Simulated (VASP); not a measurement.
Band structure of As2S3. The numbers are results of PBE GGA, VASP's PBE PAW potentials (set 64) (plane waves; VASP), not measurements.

The cell holds a wide vacuum, so values per volume refer to the whole cell.

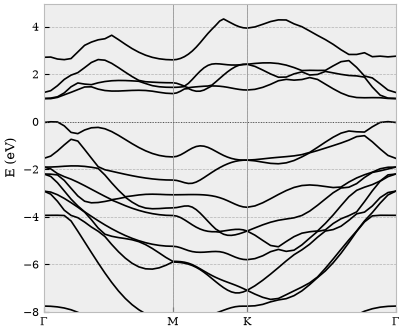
Fig. 1. Bands along high-symmetry lines, zero at the valence-band maximum or, without a gap, the Fermi level

**Question.** Read the plot: is there a gap, and where are the band edges?

**Answer.** The gap is indirect, 0.97 eV, from the valence maximum at K-Γ at 0.95 to the conduction minimum at Γ-M at 0.05.

The cell is a sheet with vacuum, built from a generated structure.
